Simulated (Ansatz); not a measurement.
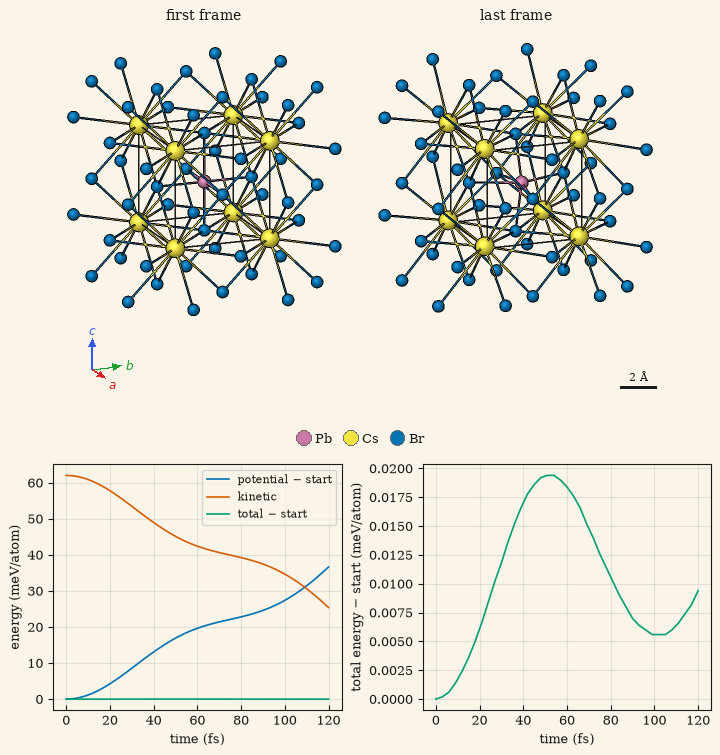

First-principles dynamics of a 5-atom cell of CsPbBr$_{3}$ (set up in Pm-3m), 120 fs long. A ball-and-stick model of the simulation cell, seen slightly off an axis. Bonds to atoms that aren't drawn are left out.

Method: DFT, PAW plane waves, PBEsol in Ansatz. Run with plane-wave cutoff 420 eV; k-point mesh 3 × 3 × 3; Gaussian smearing 0.1 eV; constant energy (NVE); velocities drawn for 600 K; time step 3 fs.

Input file:
```yaml
crystal:
  lattice:
    - [5.657094, 0.0, 0.0]
    - [0.0, 5.657094, 0.0]
    - [0.0, 0.0, 5.657094]
  atoms:
    - { symbol: Pb, position: [0.5, 0.5, 0.5] }
    - { symbol: Cs, position: [0.0, 0.0, 0.0] }
    - { symbol: Br, position: [0.0, 0.5, 0.5] }
    - { symbol: Br, position: [0.5, 0.0, 0.5] }
    - { symbol: Br, position: [0.5, 0.5, 0.0] }
kpoints:
  mp_grid: { grid: [3, 3, 3] }
magnetization:
  spin_polarized: false
scf:
  occupations: { method: gaussian, width: 0.1 }
hamiltonian:
  pseudopotentials: { kind: paw }
  xc: pbesol
basis:
  ecutwfc: 420
md:
  timestep: 3.0
  n_steps: 40
  ensemble: nve
  temperature: 600.0
  initial_velocities: maxwell_boltzmann
  seed: 981168
```

Command:
```bash
ansatz run input.yaml --threads 2 --pin off --max-ram 2560MiB --backend cpu --events-out ev --progress --plain --runs-dir out
```

**How well is the energy conserved, and can the run be trusted?**

The total energy stays between 0 and 0.019 meV per atom of its start. A straight-line fit has a slope that amounts to +0.0018 meV per atom over 120 fs (under 0.1 % of the mean kinetic energy), and the ripple about it is under 0.1 % of the kinetic energy's fluctuation. With a drift under 2 % and a ripple under 7 %, the integration is accurate. The mean temperature in the second half is 348 K (standard deviation 48 K). The potential energy is still drifting at the end, so the run hasn't reached equilibrium. The potential energy in the second half lies on average 26.0 meV per atom above the first frame.

Cost: 73 s on 2 threads of Arm Neoverse V2, with other jobs on the host, peak memory 0.44 GiB.
